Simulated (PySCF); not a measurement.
**C7H12OSi2: density, localisation and related maps**

Input

```
{"job": {"kind": "nmr", "xc": "PBE0", "basis": "pcSseg-1"}, "charge": 0, "multiplicity": 1}
C     -2.638606    -2.587963     0.612519
C     -1.821685    -1.792890    -0.058358
Si    -0.537927    -0.652547     0.724022
C     -1.053667     1.097489     0.435746
C     -1.365243     2.245753     0.240376
C     -1.746333     3.620879     0.011664
C      1.134352    -0.913396    -0.141255
C      1.447611    -1.935420    -0.926129
O      2.002718     0.088171     0.154862
Si     3.506268     0.453500    -0.329681
H     -3.372658    -3.215446     0.128583
H     -2.610641    -2.649241     1.688481
H     -1.903564    -1.771986    -1.139501
H     -0.395990    -0.893010     2.168636
H     -0.985701     4.124217    -0.584900
H     -1.849150     4.139995     0.964450
H     -2.698064     3.661645    -0.518185
H      2.420213    -2.028985    -1.383855
H      0.729660    -2.709534    -1.126634
H      3.691577     1.692745     0.409008
H      4.465847    -0.586925     0.051375
H      3.570571     0.632335    -1.782856
```

Run with:

```sh
OMP_NUM_THREADS=1 python probes_run.py task.json out
```

Geometry: GFN2-xTB.

All numbers below come from PBE0/pcSseg-1, SCF density, gas phase, non-relativistic in PySCF 2.14.0.

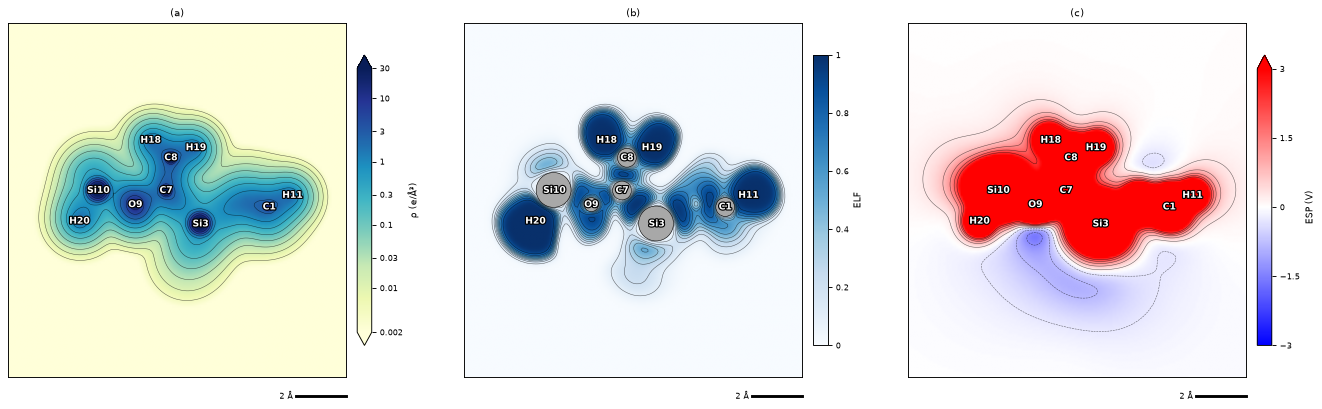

Figure 1. (a) electron density; (b) ELF; (c) electrostatic potential on the plane of atoms Si3, C7 and C8. Grey discs cover the atomic cores in the ELF map.

> Read the bonding off the picture.

- The plane passes through C, Si, O and H nuclei.
- C–O (1.36 Å): ρ at the midpoint is about 2.2 e/Å³, with its minimum of 1.9 e/Å³ about 0.5 Å from C; the ELF peaks at about 0.90 between the atoms; a polar covalent bond.
- Si–O (1.62 Å): the density is about 1.1 e/Å³ at the midpoint; the ELF peaks at about 0.85 between the atoms (a polar covalent bond).
- C–H (1.07 Å): ρ at the midpoint is about 2 e/Å³; the ELF climbs to about 1 towards the hydrogen, as it does in any bond to H; a covalent bond by its length.
- C–C (1.33 Å): ρ at the midpoint is about 2.3 e/Å³; the ELF peaks at about 0.90 between the atoms; a short, multiple covalent bond.
- C–Si (1.90 Å): ρ at the midpoint is about 0.94 e/Å³; the ELF peaks at about 1 between the atoms (a shared electron pair).
- The ELF also peaks beside O9, away from the bonds: lone-pair regions.
- Outside the dense part of the molecule the potential is most negative (−1.6 V) near O9.

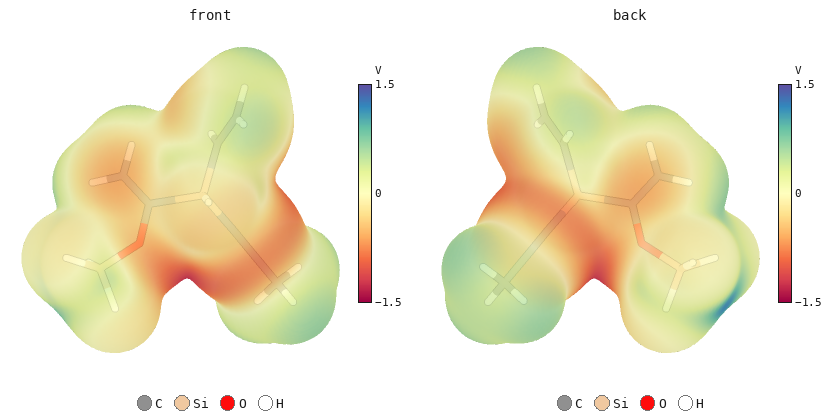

Figure 2. The molecular electrostatic potential painted on the density surface at 0.001 e/bohr³, seen from the front and from behind; red is negative and blue positive.

> Describe the electrostatic potential map.

The most negative region (about −1.2 V, or −28 kcal/mol for a unit charge) lies over C4 and O9, the most positive (about +1.1 V, or +25 kcal/mol for a unit charge) over Si10.

> How polar is the molecule by this calculation?

Its dipole moment is 1.05 D.
